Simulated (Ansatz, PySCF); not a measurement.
Potential energy curve for C2, singlet.

Levels of theory: RHF/6-31G* = PySCF with restricted Hartree-Fock/6-31G*, spherical d; RKS-M06-2X/6-31G* = PySCF 2.14.0 with restricted M06-2X/6-31G*, spherical d; RCCSD(T) = CCSD(T) on RHF/cc-pVDZ, frozen core run with Ansatz (a quantum-chemistry and plane-wave program).

Energies are in kcal/mol, each relative to the lowest point of its own curve between 1.10 and 1.58 Å, where full CI is lowest.

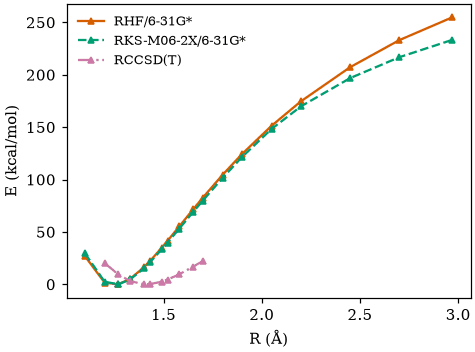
Energy against bond length for each method.

```json
[
 {"R / Å": "1.10", "RHF/6-31G*": "26.7", "RKS-M06-2X/6-31G*": "29.5", "RCCSD(T)": "—"},
 {"R / Å": "1.20", "RHF/6-31G*": "1.5", "RKS-M06-2X/6-31G*": "2.4", "RCCSD(T)": "20.2"},
 {"R / Å": "1.27", "RHF/6-31G*": "0.0", "RKS-M06-2X/6-31G*": "0.0", "RCCSD(T)": "9.4"},
 {"R / Å": "1.33", "RHF/6-31G*": "5.3", "RKS-M06-2X/6-31G*": "4.7", "RCCSD(T)": "3.1"},
 {"R / Å": "1.40", "RHF/6-31G*": "16.3", "RKS-M06-2X/6-31G*": "15.3", "RCCSD(T)": "0.0"},
 {"R / Å": "1.43", "RHF/6-31G*": "22.1", "RKS-M06-2X/6-31G*": "20.9", "RCCSD(T)": "0.2"},
 {"R / Å": "1.49", "RHF/6-31G*": "34.8", "RKS-M06-2X/6-31G*": "33.3", "RCCSD(T)": "2.5"},
 {"R / Å": "1.52", "RHF/6-31G*": "41.5", "RKS-M06-2X/6-31G*": "39.8", "RCCSD(T)": "4.5"},
 {"R / Å": "1.58", "RHF/6-31G*": "55.3", "RKS-M06-2X/6-31G*": "53.2", "RCCSD(T)": "9.6"},
 {"R / Å": "1.65", "RHF/6-31G*": "71.4", "RKS-M06-2X/6-31G*": "68.9", "RCCSD(T)": "16.7"},
 {"R / Å": "1.70", "RHF/6-31G*": "82.8", "RKS-M06-2X/6-31G*": "79.9", "RCCSD(T)": "22.3"},
 {"R / Å": "1.80", "RHF/6-31G*": "104.4", "RKS-M06-2X/6-31G*": "101.4", "RCCSD(T)": "—"},
 {"R / Å": "1.90", "RHF/6-31G*": "124.4", "RKS-M06-2X/6-31G*": "121.6", "RCCSD(T)": "—"},
 {"R / Å": "2.05", "RHF/6-31G*": "151.3", "RKS-M06-2X/6-31G*": "148.3", "RCCSD(T)": "—"},
 {"R / Å": "2.20", "RHF/6-31G*": "174.7", "RKS-M06-2X/6-31G*": "169.9", "RCCSD(T)": "—"},
 {"R / Å": "2.45", "RHF/6-31G*": "207.2", "RKS-M06-2X/6-31G*": "196.8", "RCCSD(T)": "—"},
 {"R / Å": "2.70", "RHF/6-31G*": "233.0", "RKS-M06-2X/6-31G*": "216.7", "RCCSD(T)": "—"},
 {"R / Å": "2.97", "RHF/6-31G*": "254.8", "RKS-M06-2X/6-31G*": "233.3", "RCCSD(T)": "—"}
]
```

At the longest distance, 2.97 Å, RHF/6-31G* lies highest above its minimum (254.8 kcal/mol) and RKS-M06-2X/6-31G* lowest (233.3 kcal/mol).

A dash means that the run gave no value there, or that the column was ended at a point which the program doubted or which failed a test of continuity chosen for this set; such a test can also cut sound points.

The scan ran from 1.10 to 5.21 Å; beyond the distances shown full CI changes its symmetry label. The restricted form behind RHF/6-31G*, RKS-M06-2X/6-31G* keeps the bonding electrons paired and can't separate into open-shell fragments. The T1 diagnostic of CCSD on the restricted reference of RCCSD(T) exceeds 0.045 at 1.10 to 1.20, 2.05 to 2.45 Å. At the minimum RCCSD(T) lies far from FCI: another state is possible.
